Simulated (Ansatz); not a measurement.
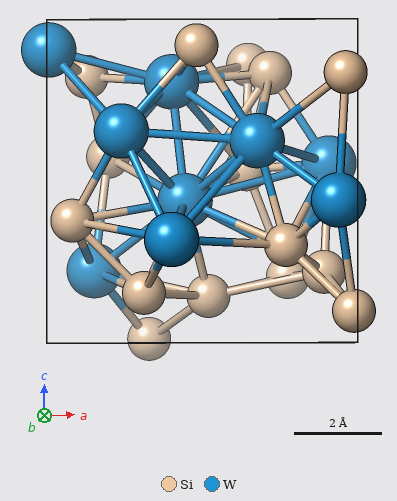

Starting frame of a dynamics run of an amorphous cell of composition Si5W3 (24 atoms in the cell). The picture is a ball-and-stick view of the simulation cell, seen along the b axis. Bonds to atoms that aren't drawn are left out.

Computed with DFT PBE, scalar-relativistic, plane waves, PAW (Ansatz 0.2.0).

The input:
```yaml
crystal:
  lattice:
    - [7.204199, -0.081882, 0.007051]
    - [-0.081882, 7.490234, 0.162359]
    - [0.007051, 0.162359, 7.495186]
  atoms:
    - { symbol: Si, position: [0.6378861458, 0.8250812248, 0.5318718589] }
    - { symbol: Si, position: [0.8874388064, 0.5718273674, 0.2145084828] }
    - { symbol: Si, position: [0.1250798954, 0.724300349, 0.8190032607] }
    - { symbol: Si, position: [0.9838583132, 0.2057571673, 0.0937227706] }
    - { symbol: Si, position: [0.9571196424, 0.0128754261, 0.8314091502] }
    - { symbol: Si, position: [0.5162051475, 0.6879528737, 0.1407386828] }
    - { symbol: Si, position: [0.1937279551, 0.8779561789, 0.5718569855] }
    - { symbol: Si, position: [0.6434545508, 0.9357727089, 0.8550076042] }
    - { symbol: Si, position: [0.325757191, 0.9821078106, 0.0086661579] }
    - { symbol: Si, position: [0.770989513, 0.9092966013, 0.1988665252] }
    - { symbol: Si, position: [0.3088235677, 0.4018651486, 0.1510180002] }
    - { symbol: Si, position: [0.4777423079, 0.2226177094, 0.9156297262] }
    - { symbol: Si, position: [0.078709636, 0.3632379171, 0.374779679] }
    - { symbol: Si, position: [0.7139108974, 0.643805281, 0.8297601792] }
    - { symbol: Si, position: [0.7652410978, 0.2766707242, 0.2977749889] }
    - { symbol: W, position: [0.1490289454, 0.7461871354, 0.2200570961] }
    - { symbol: W, position: [0.4411140389, 0.4889366832, 0.4355915095] }
    - { symbol: W, position: [0.9343513837, 0.0665907532, 0.4365679048] }
    - { symbol: W, position: [0.3976879293, 0.5041850138, 0.8030983453] }
    - { symbol: W, position: [0.9034107942, 0.6380507851, 0.5505310085] }
    - { symbol: W, position: [0.0030403993, 0.4570181823, 0.90246237] }
    - { symbol: W, position: [0.6728757695, 0.2489284948, 0.6204933064] }
    - { symbol: W, position: [0.2363447769, 0.220806448, 0.6511894536] }
    - { symbol: W, position: [0.3978675797, 0.0302040094, 0.3157331745] }
  symmetry: { detect: false }
basis:
  ecutwfc: 420
  xc_grid: 1
kpoints:
  mp_grid: { grid: [1, 1, 1], shift: [0.25, 0.25, 0.25] }
hamiltonian:
  xc: pbe
scf:
  occupations: { method: fermi_dirac, width: 0.3051 }
  lower_state_search: "off"
  convergence: { dr2_threshold: 1.0e-05 }
output:
  forces: true
  stress: true
md:
  timestep: 3.0
  n_steps: 66
  ensemble: nvt_langevin
  friction: 0.005
  temperature: 3540.0
  initial_velocities: maxwell_boltzmann
  seed: 9305
```

Run as
```bash
ansatz run input.yaml --threads 2 --pin off --max-ram 5120MiB --backend cpu --events-out ev --progress --plain --runs-dir out
```

Question: What does the trajectory do?

Answer: The mean temperature in the second half is 3506 K (standard deviation 346 K). The potential energy is still drifting at the end, so the run hasn't reached equilibrium. The potential energy in the second half lies on average 43.2 meV per atom above the first frame. The mean pressure there is 4.1 GPa. Root-mean-square distances from the starting positions over the second half, with the common drift of all atoms taken out: Si 0.91 Å, W 0.63 Å. That is already a fair part of the typical shortest distance between atoms in the first frame, about 2.3 Å and still growing, as in a liquid, though 198 fs is too short to measure diffusion. Bond changes: 21 Si–Si bonds break between 30 fs and 195 fs; 11 Si–Si bonds form between 39 fs and 189 fs; one Si–Si contact opens and closes in turn.

Along the run (each row but the first and the last is the mean over the interval that it begins):

```
time (fs)  potential energy (meV/atom)  T (K)  p (GPa)
      0.0                          0.0   3392      0.2
     18.0                         14.8   3564     -0.1
     36.0                         20.5   3395      0.2
     54.0                         11.5   3610      0.0
     72.0                         52.0   3040      0.2
     90.0                          3.9   3174     -0.9
    108.0                          6.0   3159      0.3
    126.0                          9.5   3808      2.7
    144.0                         83.8   3237      5.2
    162.0                         82.2   3518      6.6
    180.0                         70.8   3750      7.9
    198.0                         31.2   4057      8.0
```

The paths of the atoms:

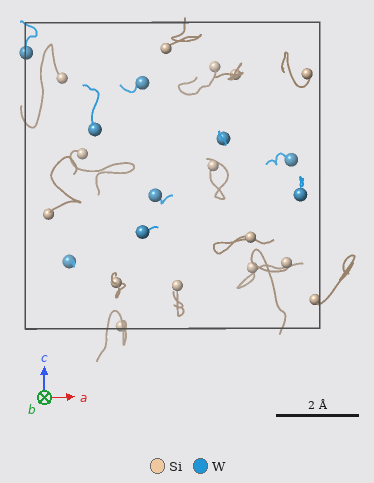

Limits of the set-up: the periodic images lie only 7.2 Å apart, so the values are limited by the cell's size.

Cost: 8.4 min on 2 threads of AMD EPYC (Zen 3) (shared host), peak memory 0.64 GiB.
